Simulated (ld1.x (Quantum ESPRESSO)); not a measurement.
**W: generating and testing a TM potential**

Task: generate the file, and judge it by its errors in other configurations, its logarithmic derivatives, its ghosts and its cutoff.

Program: ld1.x (Quantum ESPRESSO) 7.5. Reference atom: PBE, scalar-relativistic, spherical and spin-unpolarised. All values are calculated.

### 1 The design

Typed settings, in words:

* element: tungsten (W, Z = 74)
* type: norm-conserving Troullier–Martins (Kleinman–Bylander form)
* frozen core: [Xe] 4f14
* valence charge: 6
* reference configuration: 5d4 6s1.5 6p0 (charge +0.5)
* partial waves: 6s (bound): rc 2.80 bohr; 6p (bound, empty): rc 2.50 bohr; 5d (bound): rc 2.40 bohr; 5f channel at 0.05 Ry: rc 3.00 bohr
* local potential: all-electron potential smoothed inside 2.10 bohr (lloc = -1)
* core correction: not asked for

The nodes and maxima of the atom's own shells, from an earlier all-electron run, set the scale for the radii.

All-electron outer shells of the reference configuration (PBE, scalar-relativistic, ld1.x):

| shell | level (eV) | outermost node (bohr) | outermost maximum (bohr) |
| --- | --- | --- | --- |
| 5p | -46.81 | 0.57 | 1.09 |
| 4f | -36.79 | – | 0.43 |
| 6s | -8.86 | 1.28 | 2.61 |
| 5d | -7.98 | 0.63 | 1.49 |
| 6p | -3.97 | 1.53 | 3.52 |

### 2 Generation

W.in reads:

```
 &input
   title='W', zed=74., rel=1, dft='PBE', iswitch=3,
   config='[Xe] 4f14 5d4 5f-2 6s1.5 6p0',
   nld=4, rlderiv=3.25, eminld=-3.0, emaxld=5.0, deld=0.02
 /
 &inputp
   pseudotype=2, tm=.true., lloc=-1, rcloc=2.10,
   nlcc=.false.,
   file_pseudopw='W.UPF', file_wfcaegen='ae.wfc', file_wfcncgen='nc.wfc', file_beta='beta', file_chi='chi'
 /
4
6S  1  0   1.50   0.00  2.80  2.80  0.0
6P  2  1   0.00   0.00  2.50  2.50  0.0
5D  3  2   4.00   0.00  2.40  2.40  0.0
5F  4  3  -2.00   0.05  3.00  3.00  0.0
 &test
   configts(1)='5d4 6s1.5 6p0'
 /
```

Run with:

```console
$ ld1.x < W.in > W.out
```

The output, W.out (without the banner and most projector matrices):

```text
     Program LD1 v.7.5
     --------------------------- All-electron run ----------------------------

     W
     scalar relativistic calculation

     atomic number is 74.00
     dft =PBE   lsd =0 sic =0 latt =0  beta=0.20 tr2=1.0E-14
     Exchange-correlation= PBE
                           (   1   4   3   4   0   0   0)
     mesh =1273 r(mesh) =  99.08072 a.u. xmin = -7.00 dx = 0.01250
     1 Ry =  13.60569312 eV, c = 137.03599908

     n l     nl                  e(Ry)          e(Ha)          e(eV)
     1 0     1S 1( 2.00)     -5108.2978     -2554.1489    -69501.9321
     2 0     2S 1( 2.00)      -881.8885      -440.9443    -11998.7045
     2 1     2P 1( 6.00)      -771.2010      -385.6005    -10492.7244
     3 0     3S 1( 2.00)      -203.3082      -101.6541     -2766.1491
     3 1     3P 1( 6.00)      -170.5353       -85.2677     -2320.2511
     4 0     4S 1( 2.00)       -42.1519       -21.0759      -573.5056
     4 1     4P 1( 6.00)       -31.4040       -15.7020      -427.2731
     3 2     3D 1(10.00)      -132.8684       -66.4342     -1807.7670
     5 0     5S 1( 2.00)        -6.0758        -3.0379       -82.6652
     5 1     5P 1( 6.00)        -3.4404        -1.7202       -46.8093
     4 2     4D 1(10.00)       -17.7880        -8.8940      -242.0180
     4 3     4F 1(14.00)        -2.7043        -1.3522       -36.7944
     5 2     5D 1( 4.00)        -0.5862        -0.2931        -7.9757
     6 0     6S 1( 1.50)        -0.6509        -0.3255        -8.8561
     6 1     6P 1( 0.00)        -0.2918        -0.1459        -3.9706

     final scf error:  4.0E-15 reached in  29 iterations

     Etot =  -32284.769172 Ry,  -16142.384586 Ha, -439256.661901 eV

     Ekin =   35580.296215 Ry,   17790.148107 Ha,  484094.591525 eV
     Encl =  -79812.917163 Ry,  -39906.458582 Ha,-1085910.058173 eV
     Eh   =   12593.049079 Ry,    6296.524540 Ha,  171337.161255 eV
     Exc  =    -645.197303 Ry,    -322.598651 Ha,   -8778.356508 eV

     normalization and overlap integrals

     s(1S/1S) =  1.000000  <r> =   0.0183  <r2> =    0.0005  r(max) =   0.0115
     s(2S/2S) =  1.000000  <r> =   0.0776  <r2> =    0.0071  r(max) =   0.0653
     s(2P/2P) =  1.000000  <r> =   0.0694  <r2> =    0.0059  r(max) =   0.0541
     s(3S/3S) =  1.000000  <r> =   0.2010  <r2> =    0.0462  r(max) =   0.1842
     s(3P/3P) =  1.000000  <r> =   0.2013  <r2> =    0.0470  r(max) =   0.1842
     s(4S/4S) =  1.000000  <r> =   0.4495  <r2> =    0.2281  r(max) =   0.4204
     s(4P/4P) =  1.000000  <r> =   0.4780  <r2> =    0.2599  r(max) =   0.4419
     s(3D/3D) =  1.000000  <r> =   0.1824  <r2> =    0.0390  r(max) =   0.1490
     s(5S/5S) =  1.000000  <r> =   1.0672  <r2> =    1.2800  r(max) =   0.9593
     s(5P/5P) =  1.000000  <r> =   1.2495  <r2> =    1.7715  r(max) =   1.0870
     s(4D/4D) =  1.000000  <r> =   0.5113  <r2> =    0.3030  r(max) =   0.4531
     s(4F/4F) =  1.000000  <r> =   0.6078  <r2> =    0.4645  r(max) =   0.4310
     s(5D/5D) =  1.000000  <r> =   2.0167  <r2> =    4.9173  r(max) =   1.4858
     s(6S/6S) =  1.000000  <r> =   3.0603  <r2> =   10.6273  r(max) =   2.6076
     s(6P/6P) =  1.000000  <r> =   4.2565  <r2> =   20.7820  r(max) =   3.5199

     ------------------------ End of All-electron run ------------------------

     --------------------- Generating NC pseudopotential ---------------------

      Generating local potential from pseudized AE potential:
      Matching radius rcloc =   2.1000

      Local pseudo, rcloc= 2.108 Estimated cut-off energy=     5.51 Ry

      Wfc   6S  rcut= 2.776  Using Troullier-Martins method

      Wfc   6P  rcut= 2.512  Using Troullier-Martins method

      Wfc   5D  rcut= 2.389  Using Troullier-Martins method

      Wfc   5F  rcut= 2.992  Using Troullier-Martins method

     ------------------- End of pseudopotential generation -------------------

     [... the all-electron block is printed once more ...]


     Computing logarithmic derivative in   3.24529
     Computing logarithmic derivative in   3.24529
     Computing the partial wave expansion
     R is outside the sphere for l=    0 j= 0.00
     R is outside the sphere for l=    1 j= 0.00
     R is outside the sphere for l=    2 j= 0.00
     R is outside the sphere for l=    3 j= 0.00

     ---------------------- Testing the pseudopotential ----------------------

     W
     scalar relativistic calculation

     atomic number is 74.00   valence charge is  6.00
     dft =PBE   lsd =0 sic =0 latt =0  beta=0.20 tr2=1.0E-14
     mesh =1273 r(mesh) =  99.08072 xmin = -7.00 dx = 0.01250

     n l     nl             e AE (Ry)        e PS (Ry)    De AE-PS (Ry)
     3 2     5D   1( 4.00)       -0.58620       -0.58620        0.00000
     1 0     6S   1( 1.50)       -0.65091       -0.65092        0.00000
     2 1     6P   1( 0.00)       -0.29183       -0.29183       -0.00000

     eps = 6.9E-15  iter =  8

     Etot =  -32284.769172 Ry,  -16142.384586 Ha, -439256.661901 eV
     Etotps =   -14.328203 Ry,      -7.164101 Ha,    -194.945129 eV

     Ekin =      13.187530 Ry,       6.593765 Ha,     179.425488 eV
     Encl =     -35.235598 Ry,     -17.617799 Ha,    -479.404732 eV
     Ehrt =      11.939618 Ry,       5.969809 Ha,     162.446780 eV
     Ecxc =      -3.179627 Ry,      -1.589813 Ha,     -43.261026 eV
     Epseu=      -1.040126 Ry,      -0.520063 Ha,     -14.151637 eV

     ---------------------- End of pseudopotential test ----------------------
```

Wall time 2 s (1 thread of Neoverse-V1, shared host). This counts the later configuration tests of the new file too.

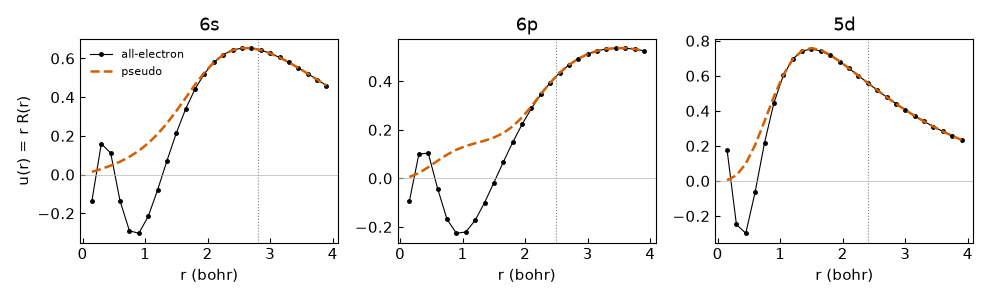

All-electron and pseudo partial waves (6s, 6p, 5d), with the matching radii dotted. The curves join 26 sampled radii, too few to resolve the innermost nodes.

(Part 1 of 2 ends here.)
